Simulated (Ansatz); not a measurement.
# Cl$_{2}$FH$_{2}$NTi···HCl: what the fields show

```json
{"atom": "Ti", "x (Å)": "0.0590", "y (Å)": "0.2729", "z (Å)": "-0.2828"}
{"atom": "F", "x (Å)": "0.7009", "y (Å)": "0.0684", "z (Å)": "1.3617"}
{"atom": "Cl", "x (Å)": "1.6455", "y (Å)": "0.8695", "z (Å)": "-1.7197"}
{"atom": "Cl", "x (Å)": "-1.6164", "y (Å)": "1.7287", "z (Å)": "-0.3619"}
{"atom": "N", "x (Å)": "-0.5781", "y (Å)": "-1.4072", "z (Å)": "-0.7417"}
{"atom": "H", "x (Å)": "-0.4700", "y (Å)": "-2.2043", "z (Å)": "-0.0914"}
{"atom": "H", "x (Å)": "-1.0472", "y (Å)": "-1.6870", "z (Å)": "-1.6128"}
{"atom": "Cl", "x (Å)": "0.4170", "y (Å)": "-3.0305", "z (Å)": "2.2728"}
{"atom": "H", "x (Å)": "0.6814", "y (Å)": "-1.7493", "z (Å)": "2.2331"}
```

The calculation used RKS BLYP/def2-SVP in Ansatz.

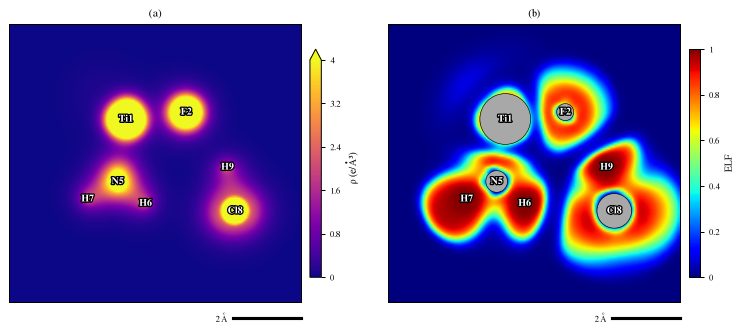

Figure 1. (a) total electron density; (b) ELF on the plane of atoms Ti1, N5 and H7. Grey discs cover the atomic cores in the ELF map.

### What do the fields say about this system?

- The section cuts through Ti, F, N, H and Cl sites.
- F2···H9 (2.02 Å): the density falls to about 0.13 e/Å³ on the way; the ELF dips to about 0.05 between them.
- Ti–F (1.78 Å): ρ at the midpoint is about 0.97 e/Å³; the ELF peaks at about 0.85 in the valence shell of F, 0.5 Å from its nucleus, and drops to about 0.25 between the two atoms.
- Ti–N (1.85 Å): ρ is about 1 e/Å³ halfway; the ELF peaks at about 0.85 in the valence shell of N, 0.6 Å from its nucleus, and is about 0.35 at the midpoint.
- N–H (1.03 Å): ρ at the midpoint is about 2.7 e/Å³; the ELF climbs to about 1 towards the hydrogen, as it does in any bond to H: an ordinary covalent bond to hydrogen.
- Cl–H (1.31 Å): ρ at the midpoint is about 1.8 e/Å³; the ELF climbs to about 1 towards the hydrogen; a covalent bond by its length.
- The ELF also peaks beside Cl8, away from the bonds: lone-pair regions.

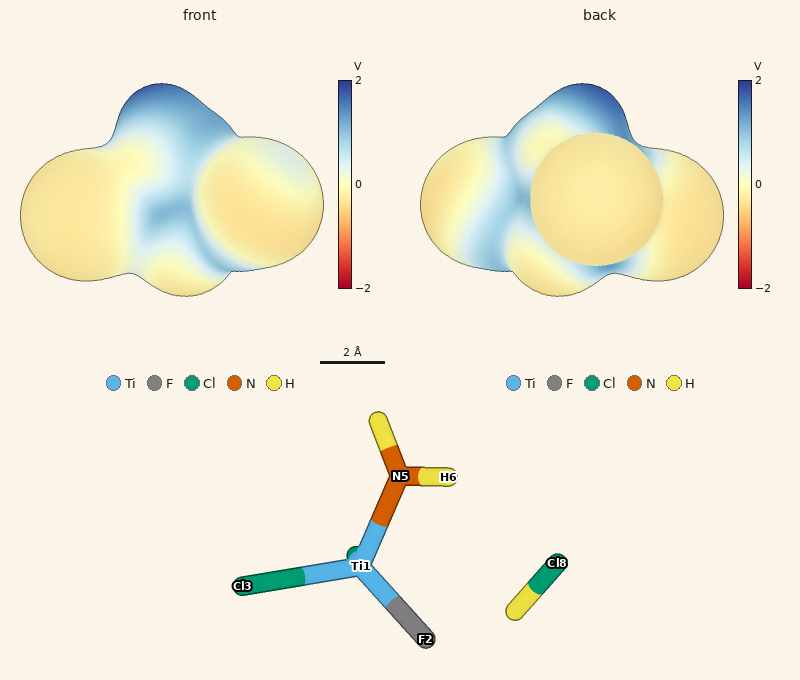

Figure 2. The electrostatic potential painted on the density surface at 0.001 e/bohr³, seen from the front and from behind; the colour scale runs from red (negative) to blue (positive). The bare structure is drawn below in the same view.

### Which sites attract a positive test charge, and which a negative one?

A positive charge is drawn to the negative regions and a negative charge to the positive ones. The most negative region (about −0.4 V) lies over F2, Cl3, Cl4 and Cl8, the most positive (about +1.7 V) over H7.

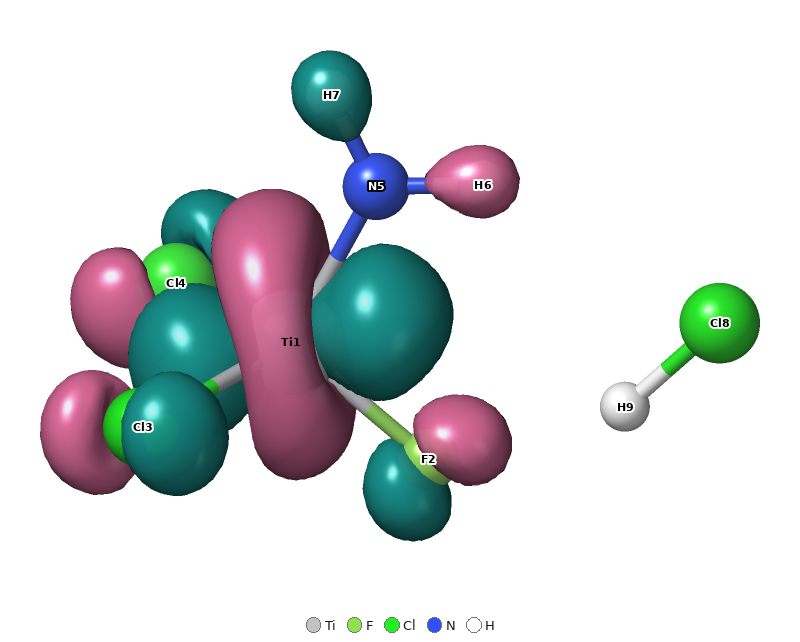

Figure 3. The LUMO at ±0.1 Å⁻³ᐟ² (teal and pink are the two phases), seen at a tilt.

### Where does this orbital lie, and at what energy?

Its weight (Hirshfeld) is mainly on Ti1 (about 75 %) and Cl4 (about 5 %). Its energy is −3.88 eV.
